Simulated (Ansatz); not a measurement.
**AlH2Se (charge −1): single-point calculation**

The run: single-point calculation of AlH2Se, charge −1, SMILES [AlH2][Se-]. Method and program: RKS r2SCAN-D4/def2-TZVPPD (Ansatz 0.2.0).

The geometry is a minimum found at another level. The geometry comes from this level: PBE0-D4/def2-TZVPD.

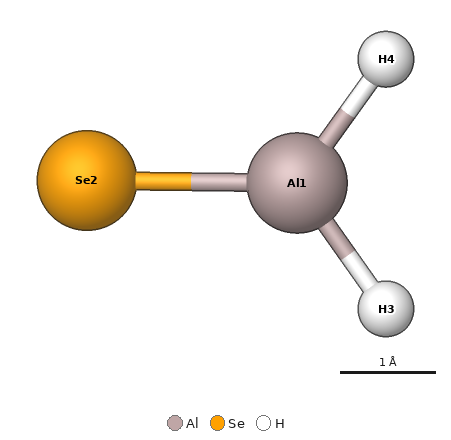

The input geometry (ball-and-stick view, seen on its broad side; atoms are numbered from 1 in the order of the input). Sticks mark near contacts.

Results in brief:

| quantity | value |
| --- | --- |
| outcome | converged |
| total energy | −71980.9335 eV |
| mean-field energy | −71980.9162 eV |
| dispersion energy | −0.0172 eV |
| SCF solution under orbital rotations | stable |
| hardware | 2 threads of Intel Xeon @ 2.50GHz, 11 GiB of memory available, shared host |
| wall time | 2.2 s (CPU time 4 s) |
| peak memory | 0.19 GiB |

Input:
```yaml
crystal:
  periodic: [false, false, false]
  atoms:
    - {symbol: Al, position_ang: [-0.072745, -0.026146, -0.036481]}
    - {symbol: Se, position_ang: [1.819154, 0.653443, 0.910901]}
    - {symbol: H, position_ang: [-1.150419, 0.934149, -0.778704]}
    - {symbol: H, position_ang: [-0.595989, -1.561446, -0.095716]}
basis:
  gaussian: {orbitals: "def2-TZVPPD.json"}
total_charge: -1
hamiltonian: {xc: r2scan, dispersion: d4}
```

Command:
```bash
ansatz run in.yaml --threads 2 --pin off --events-out ev --progress --plain --max-ram 4352MiB
```

The program's output:
```
Functional definition: r2SCAN
  name "r2SCAN"
  cite "Furness, Kaplan, Ning, Perdew & Sun, J. Phys. Chem. Lett. 11, 8208 (2020) doi:10.1021/acs.jpclett.0c02405"
  cite "Furness, Kaplan, Ning, Perdew & Sun, J. Phys. Chem. Lett. 11, 9248 (2020) doi:10.1021/acs.jpclett.0c03077"
  parent r2scan
  parameter k0 = 0.174
  parameter k1 = 0.065
  parameter a1 = 4.9479
  exchange = r2scan_x(k0 = k0, k1 = k1, a1 = a1)
  correlation = r2scan_c
842 factors; their error is unknown
mean field evaluation 1: about -71980.3701 eV, gradient 1.8e1 eV
mean field evaluation 2: about -71980.6375 eV, gradient 1.5e1 eV
mean field evaluation 4: about -71980.9260 eV, gradient 1.3e0 eV
mean field evaluation 8: about -71980.9162 eV, gradient 1.8e-2 eV
mean field -71980.91619561 eV, -2645.2498797713 hartree, gradient 9.5e-6 eV, S^2 0.000000; 0 other end points of the search recorded, 0 dependent functions left out
reference -71980.91621279 eV, -2645.2498804027 hartree; 25, 25 occupied and 114, 114 virtual orbitals, 842 factors
Total energy: -71980.93345116 eV, -2645.2505139011 hartree
```
